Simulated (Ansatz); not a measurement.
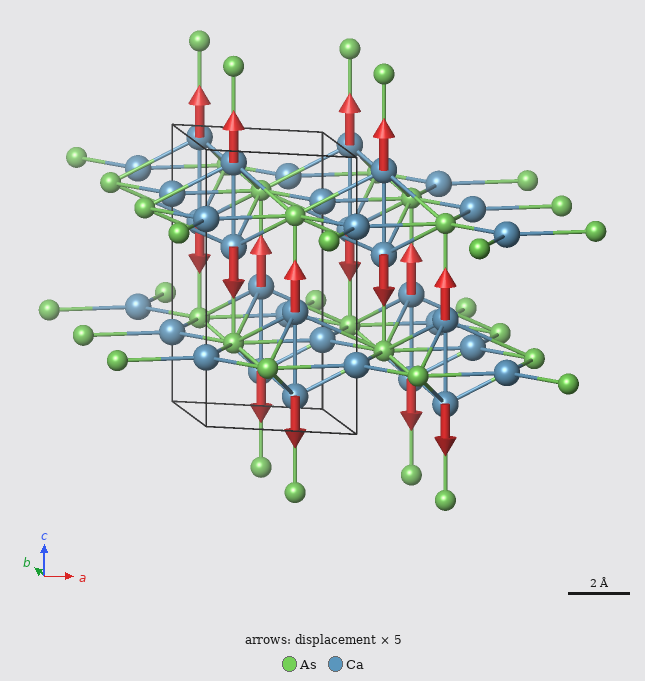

A relaxation of solid Ca$_{3}$As (a generated structure, set up in P6_3/mmc). The starting structure is drawn; red arrows show the displacements (the part carried along by the change of the cell is left out), 5 times their true length.

A ball-and-stick model of the cell of the calculation, reduced to other axes, repeated 2 × 2 × 1 with one cell outlined, seen slightly off an axis. Lengths and directions refer to the drawn axes.

The start is a swapped structure.

Level of theory: DFT, PAW plane waves, PBE (Ansatz). Set-up: plane-wave cutoff 420 eV; k-point mesh 8 × 8 × 4; occupations fermi dirac; smearing width 0.0135 eV; no spin polarisation; cell and atoms relaxed; force threshold 0.03 eV/Å; at most 40 steps.

Q: Atoms of which element are displaced furthest, and by how much?

A: Calcium: up to 0.35 Å, against 0.00 Å for arsenic.

Q: What did the optimiser do to the structure, and how much energy did it gain?

A: Over 4 accepted moves (5 points after the start) the energy falls by 1.372 eV per cell of the calculation. The largest force component goes from 2 to 0.0012 eV/Å. The pressure goes from 2.37 to 0.00 GPa. The SCF was repeated once at an unchanged geometry on a basis and grid sized afresh for the cell, which shifted the energy by 1.3 meV per cell of the calculation at most. The largest moves relative to the cell, 0.35 Å, are those of Ca atoms. As stays in place. The drawn cell changes as follows: a = b 5.248 → 5.364 Å (+2.2 %), c 9.343 → 9.717 Å (+4.0 %); the volume changes by +8.6 %. Among the contacts that change: Ca–Ca 2.859 → 3.680 Å, As–Ca 3.350 → 3.602 Å, Ca–Ca 3.350 → 3.602 Å, As–Ca 3.242 → 3.018 Å. Bond angles that change, for instance: As–Ca–As 103.1° → 96.2°, As–Ca–As 115.3° → 120.7°. The space group stays P6_3/mmc (No. 194). The run took of the order of 90 core-seconds on a shared host.
